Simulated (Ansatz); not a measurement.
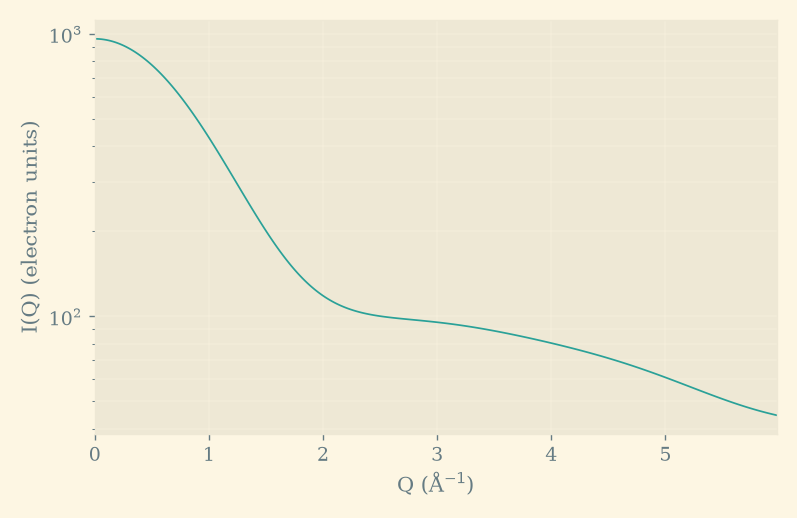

Elastic X-ray scattering of a randomly oriented, rigid molecule, calculated with the Debye equation from neutral-atom form factors (independent atoms, no Compton part, no vibration). The geometry is the end point of an optimisation (Ansatz, RKS B3LYP-D4/def2-SVP); it may be a saddle point or a higher isomer. It contains C, Si, H.

Q: How many electrons does the independent-atom model of the molecule hold?

A: I(0) is the square of the electron number: I(0) = 961, so about 31 electrons, the count of C2H5Si counted as neutral atoms.

Q: What radius of gyration does the initial fall-off give?

A: From I(Q) ≈ I(0) exp(−Q²R²/3) at small Q, R ≈ 1.61 Å. It is larger than the electron-weighted radius of the nuclear positions alone (1.40 Å), because each atom's electron cloud adds to it.
